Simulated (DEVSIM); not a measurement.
Device: abrupt Si n-p junction, at 250 K.

| layer (left to right) | material | thickness (μm) | Nd (cm⁻³) | Na (cm⁻³) | τn (s) | τp (s) |
|---|---|---|---|---|---|---|
| 1 | Si | 3.80 | 2.1e15 | - | 0.0005 | 0.0005 |
| 2 | Si | 140 | - | 3.1e15 | 0.0005 | 0.0005 |

Left contact: ohmic. Right contact: ohmic. Voltage is applied to the left contact. Recombination: SRH at mid-gap, radiative. Mobility is μmin + (μ − μmin)/(1 + (N/Nref)^α).

Constants are typed, rounded textbook-type inputs, not results; the design itself was drawn at random and stands for no fabricated device. Values at 300 K; Nc and Nv go as T^1.5, mobilities as T to minus their exponent, the gap by Varshni's rule with the affinity fixed.

```csv
parameter,Si
gap (eV),1.124
affinity (eV),4.05
permittivity,11.7
Nc (cm⁻³),2.86e19
Nv (cm⁻³),3.1e19
μn (cm²/Vs),1417
μp (cm²/Vs),470
"μn,min",52
"μp,min",45
"Nref,n",9.7e16
"Nref,p",2.2e17
αn,0.68
αp,0.72
T exponent of μn,2.3
T exponent of μp,2.2
B (cm³/s),4.7e-15
Varshni α (eV/K),0.000473
Varshni β (K),636
```

Simulated with DEVSIM: 1D drift-diffusion, Boltzmann statistics, complete ionisation; no tunnelling, impact ionisation, image-force lowering or self-heating.

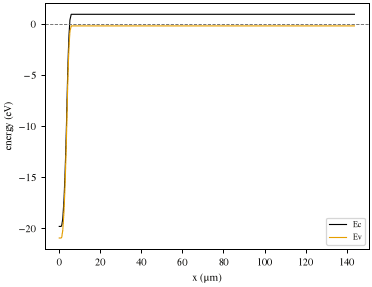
Figure: Band edges at 20.0 V on the left contact

Energies count from the Fermi level of the right contact; mesh points crowd at the junctions.

| x (μm) | Ec (eV) | Ev (eV) | n (cm⁻³) | p (cm⁻³) | field (V/cm) |
|---|---|---|---|---|---|
| 0.000 | -19.801 | -20.937 | 2.1e15 | < 1e2 | ≈ 0 |
| 0.04787 | -19.801 | -20.937 | 2.1e15 | < 1e2 | ≈ 0 |
| 0.1815 | -19.801 | -20.937 | 2.1e15 | < 1e2 | ≈ 0 |
| 0.5866 | -19.801 | -20.937 | 2.1e15 | < 1e2 | ≈ 0 |
| 2.313 | -17.159 | -18.295 | < 1e2 | < 1e2 | 41000 |
| 3.294 | -11.548 | -12.684 | < 1e2 | < 1e2 | 73000 |
| 3.646 | -8.778 | -9.914 | < 1e2 | < 1e2 | 85000 |
| 3.781 | -7.607 | -8.743 | < 1e2 | < 1e2 | 89000 |
| 3.815 | -7.300 | -8.436 | < 1e2 | < 1e2 | 89000 |
| 3.889 | -6.656 | -7.792 | < 1e2 | < 1e2 | 85000 |
| 4.117 | -4.841 | -5.977 | < 1e2 | < 1e2 | 74000 |
| 5.197 | 0.393 | -0.743 | < 1e2 | 25000 | 23000 |
| 8.053 | 0.944 | -0.193 | < 1e2 | 3.1e15 | ≈ 0 |
| 16.13 | 0.944 | -0.193 | < 1e2 | 3.1e15 | ≈ 0 |
| 57.47 | 0.944 | -0.193 | < 1e2 | 3.1e15 | ≈ 0 |
| 111.6 | 0.944 | -0.193 | < 1e2 | 3.1e15 | ≈ 0 |
| 133.1 | 0.944 | -0.193 | < 1e2 | 3.1e15 | ≈ 0 |
| 140.1 | 0.944 | -0.193 | < 1e2 | 3.1e15 | ≈ 0 |
| 143.0 | 0.944 | -0.193 | < 1e2 | 3.1e15 | ≈ 0 |
| 143.5 | 0.944 | -0.193 | < 1e2 | 3.1e15 | ≈ 0 |
| 143.7 | 0.944 | -0.193 | < 1e2 | 3.1e15 | ≈ 0 |
| 143.8 | 0.944 | -0.193 | < 1e2 | 3.1e15 | ≈ 0 |
